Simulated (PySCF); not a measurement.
C4H13GeN (SMILES CC[CH2][GeH2][NH]C)

```yaml
atoms:
  - { symbol: C, position_ang: [-2.0408, 1.0130, -0.6579] }
  - { symbol: C, position_ang: [-1.9263, -0.2422, 0.1929] }
  - { symbol: C, position_ang: [-1.0451, -1.2969, -0.4649] }
  - { symbol: Ge, position_ang: [0.8241, -0.7280, -0.7954] }
  - { symbol: N, position_ang: [1.4100, 0.1841, 0.6690] }
  - { symbol: C, position_ang: [2.7486, 0.7421, 0.7294] }
  - { symbol: H, position_ang: [-2.7132, 1.7321, -0.1953] }
  - { symbol: H, position_ang: [-1.0605, 1.4746, -0.7666] }
  - { symbol: H, position_ang: [-2.4205, 0.7697, -1.6483] }
  - { symbol: H, position_ang: [-1.5080, 0.0245, 1.1660] }
  - { symbol: H, position_ang: [-2.9228, -0.6610, 0.3641] }
  - { symbol: H, position_ang: [-1.4847, -1.5967, -1.4177] }
  - { symbol: H, position_ang: [-1.0215, -2.1929, 0.1602] }
  - { symbol: H, position_ang: [1.6793, -1.9387, -1.1606] }
  - { symbol: H, position_ang: [1.0210, 0.2455, -1.9297] }
  - { symbol: H, position_ang: [1.1605, -0.2316, 1.5566] }
  - { symbol: H, position_ang: [2.9695, 1.2050, -0.2313] }
  - { symbol: H, position_ang: [2.7959, 1.5108, 1.5033] }
  - { symbol: H, position_ang: [3.5248, -0.0042, 0.9339] }
```

Geometry: GFN2-xTB.

Method: CAM-B3LYP/def2-SVPD, SCF density, gas phase (PySCF 2.14.0).

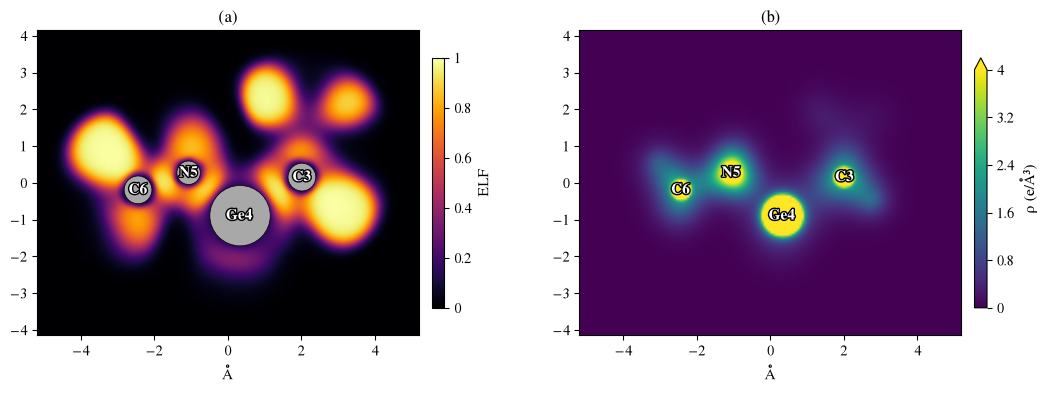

Figure 1. (a) ELF; (b) electron density on the plane of atoms C3, Ge4 and N5. Grey discs cover the atomic cores in the ELF map.

Q: What do the fields say about this system?

A: Atoms in the plane: C, Ge and N.
C–N (1.45 Å): ρ is about 1.9 e/Å³ halfway; the ELF peaks at about 0.95 between the atoms (a shared electron pair).
Ge–N (1.82 Å): ρ is about 1 e/Å³ halfway; the ELF peaks at about 0.90 in the valence shell of N, 0.6 Å from its nucleus, and is about 0.50 at the midpoint.
C–Ge (1.98 Å): ρ is about 0.87 e/Å³ halfway; the ELF peaks at about 0.95 in the valence shell of C, 0.7 Å from its nucleus, and is about 0.75 at the midpoint.

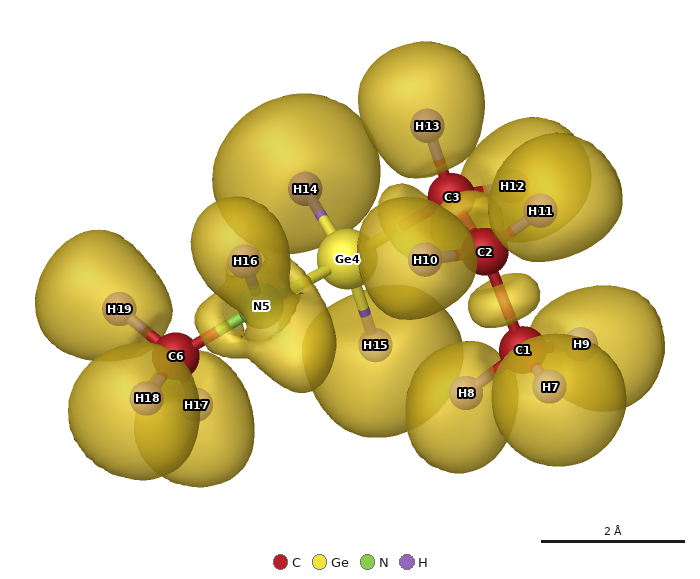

Figure 2. Isosurface of the ELF at 0.75 (yellow), seen at a tilt. Core shells and regions of very low density are left out.

Q: Describe the localisation domains.

A: At this value the surface marks out two regions between bonded C–C atoms (shared pairs), twelve regions around hydrogen nuclei, one lobe of the valence shell of C pointing towards Ge (polar bonds) and one joined region spread over several atoms (H, N), in which their bonds and any lone pairs are merged. Along the contacts the grid gives the following. C–C (1.52 Å): the ELF peaks at about 0.95 between the atoms; a shared electron pair.

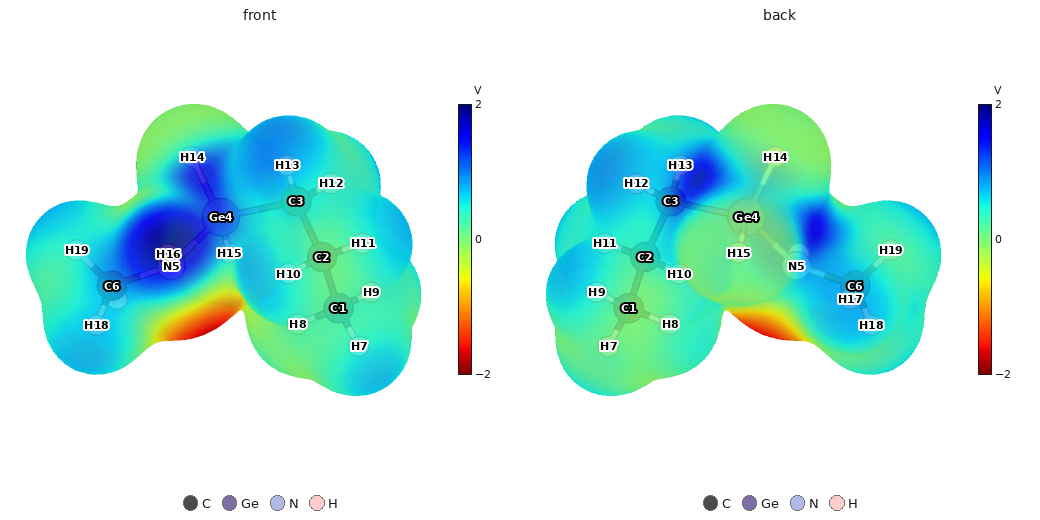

Figure 3. The molecular electrostatic potential painted on the density surface at 0.004 e/bohr³, seen from the front and from behind; the colour scale runs from red (negative) to blue (positive).

Q: Which sites attract a positive test charge, and which a negative one?

A: A positive charge is drawn to the negative regions and a negative charge to the positive ones. The most negative region (about −1.6 V) lies over N5, the most positive (about +1.9 V) over H16. N5 is the likeliest acceptor of a hydrogen bond.

Q: What dipole moment does the calculation give?

A: Its dipole moment is 0.92 D.
